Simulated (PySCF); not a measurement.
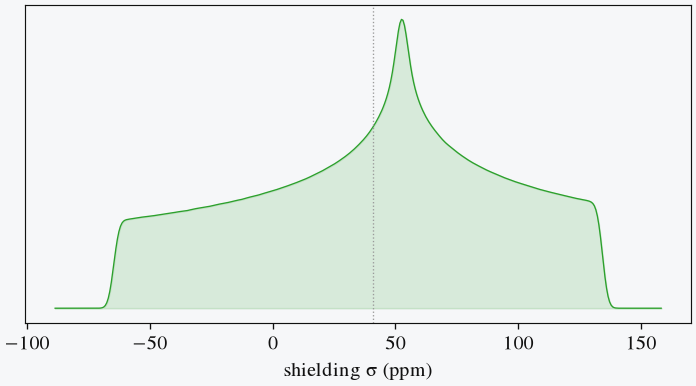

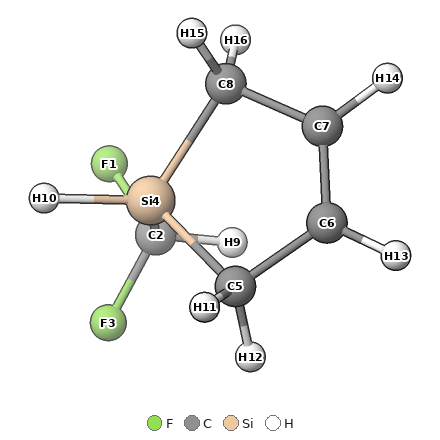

Static powder pattern (¹³C) from GIAO shielding tensors of C₅H₈F₂Si, SMILES FC(F)[SiH]1CC=CC1, PBE/pcSseg-1, PySCF 2.14.0, at a PBE0-D3(BJ)/def2-SVP geometry (no frequency check); absolute shielding, one fixed geometry of the isolated molecule without any motion, no dipolar terms. The dotted line is the isotropic value; skew is 3(σiso − σ22)/span.

The pattern belongs to C7. Give the principal values, span and skew.

Answer. C7: σ11, σ22, σ33 = −65, 53, 134 ppm, isotropic 41, span 199 ppm, skew −0.18.

Known limits of this run: one conformer of a flexible molecule.
